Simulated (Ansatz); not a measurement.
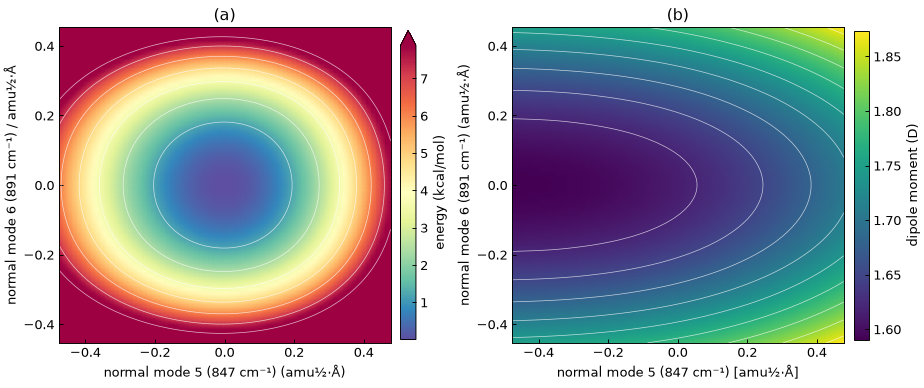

C2H2N2O, SMILES N=C1N=CO1. Coordinates scanned: (1) normal mode 5 (847 cm⁻¹); (2) normal mode 6 (891 cm⁻¹). Nothing is relaxed (straight displacements along the two mass-weighted modes). The scan uses a 15 × 15 grid; 120 points were computed and 105 follow by symmetry. All energies are given in kcal/mol relative to the lowest grid point. Method: RKS CAM-B3LYP-D4/def2-SVP (Ansatz).

Panel (a) is the energy; panel (b) is the computed dipole moment, in D.

The picture shows a smooth colour map with a few white contour lines, one colour for all values above the top of the scale. Between grid points the surface is interpolated.

Q: How does the dipole moment vary over the map, and what is it at the lowest grid point?

A: Leaving out the highest fifth of the energies, it runs from 1.59 D at normal mode 5 (847 cm⁻¹) = −0.477 amu½·Å, normal mode 6 (891 cm⁻¹) = 0.000 amu½·Å to 1.78 D at normal mode 5 (847 cm⁻¹) = 0.273 amu½·Å, normal mode 6 (891 cm⁻¹) = −0.389 amu½·Å. At the lowest grid point, normal mode 5 (847 cm⁻¹) = 0.000 amu½·Å, normal mode 6 (891 cm⁻¹) = 0.000 amu½·Å, it is 1.61 D.
